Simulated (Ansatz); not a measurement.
Cl2F4W···H2O

Input

```
crystal:
  periodic: [false, false, false]
  atoms:
    - { symbol: W, position_ang: [-0.167654, -0.039102, -0.063093] }
    - { symbol: Cl, position_ang: [-0.338932, -0.035078, 2.299969] }
    - { symbol: F, position_ang: [1.680281, -0.165008, -0.306998] }
    - { symbol: Cl, position_ang: [-0.42089, 2.210983, -0.314304] }
    - { symbol: F, position_ang: [-2.026481, -0.242349, -0.110807] }
    - { symbol: F, position_ang: [-0.124727, -1.914857, 0.053548] }
    - { symbol: F, position_ang: [-0.274533, -0.245825, -1.923743] }
    - { symbol: O, position_ang: [1.915387, 1.781122, 1.443377] }
    - { symbol: H, position_ang: [2.778821, 1.348234, 1.302288] }
    - { symbol: H, position_ang: [1.692528, 1.538279, 2.376763] }
basis:
  gaussian: { orbitals: def2-SVP }
hamiltonian:
  xc: pbe
relax:
  f_tol: 0.03
  max_steps: 50
output:
  orbitals: {}
```

Launched as:

```sh
ansatz run input.yaml --threads 4 --pin off --max-ram 5120MiB --backend cpu --events-out ev --progress --plain --runs-dir out
```

The fields are those of the run's last geometry, not of the input's.

Core potentials replace the inner electrons of W.

Method: RKS PBE/def2-SVP (Ansatz).

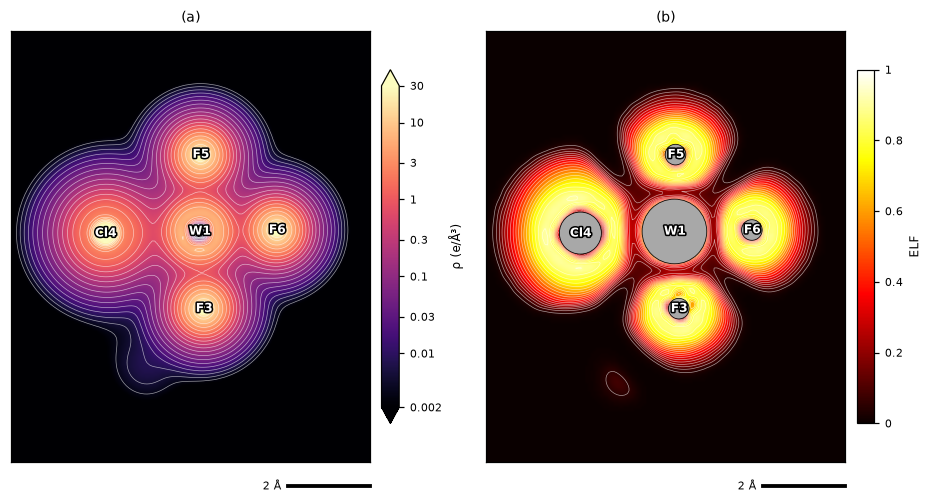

Figure 1. (a) electron density; (b) electron localisation function on the plane of atoms F3, W1 and F6. Grey discs cover the atomic cores in the ELF map.

What do the fields say about this system?

Answer. The section cuts through W, F and Cl sites.
W–F (1.87 Å): ρ at the midpoint is about 1.1 e/Å³; the ELF peaks at about 0.85 in the valence shell of F, 0.5 Å from its nucleus, and drops to about 0.20 between the two atoms.
W–Cl (2.28 Å): ρ at the midpoint is about 0.7 e/Å³; the ELF peaks at about 0.85 in the valence shell of Cl, 0.8 Å from its nucleus, and is about 0.35 at the midpoint.

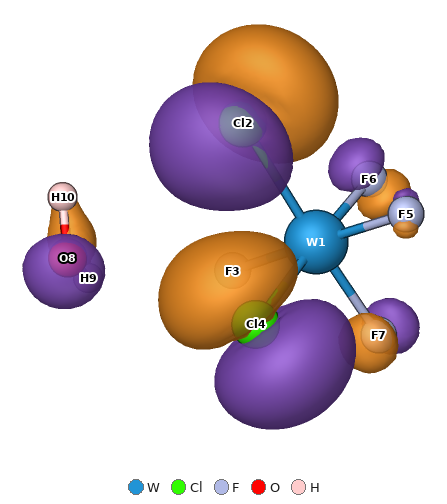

Figure 2. The HOMO−1 at ±0.08 Å⁻³ᐟ² (orange and purple are the two phases), seen across its widest extent.

Where does this orbital lie, and at what energy?

Answer. By Hirshfeld shares it lies mainly on Cl2 (about 45 %) and Cl4 (about 45 %); largely a combination of lone pairs on Cl2 and Cl4. Its energy is −8.53 eV.

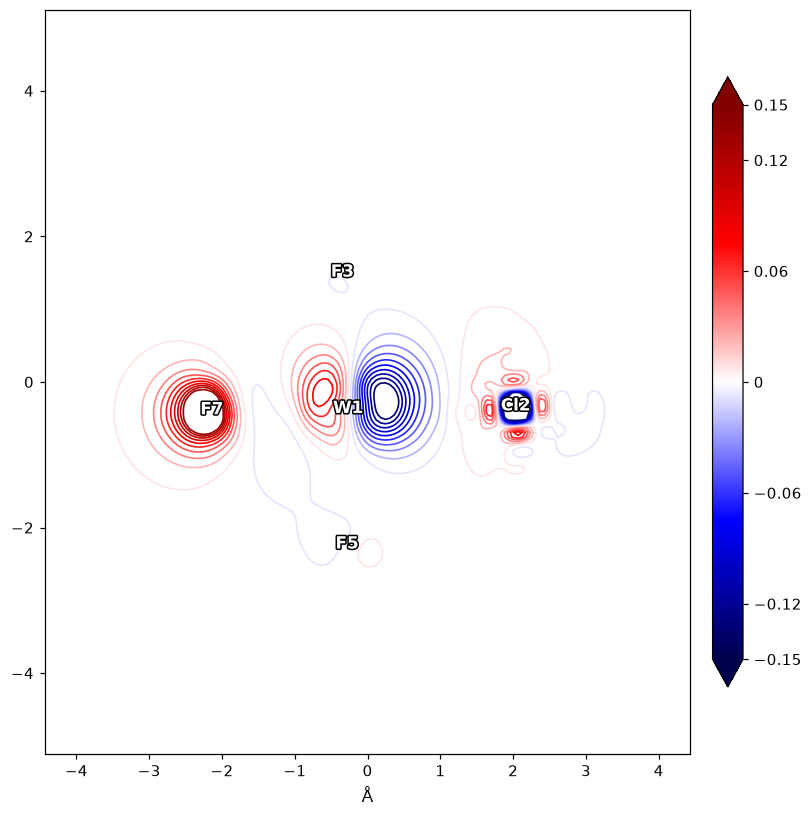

Figure 3. The LUMO on the plane of atoms Cl2, W1 and F3 (values in Å⁻³ᐟ²; the overall sign is arbitrary).

Describe this orbital and give its energy.

Answer. By Hirshfeld shares it lies mainly on W1 (about 60 %), Cl4 (about 10 %), Cl2 (about 10 %), F6 (about 10 %) and F7 (about 10 %). Its energy is −5.63 eV.
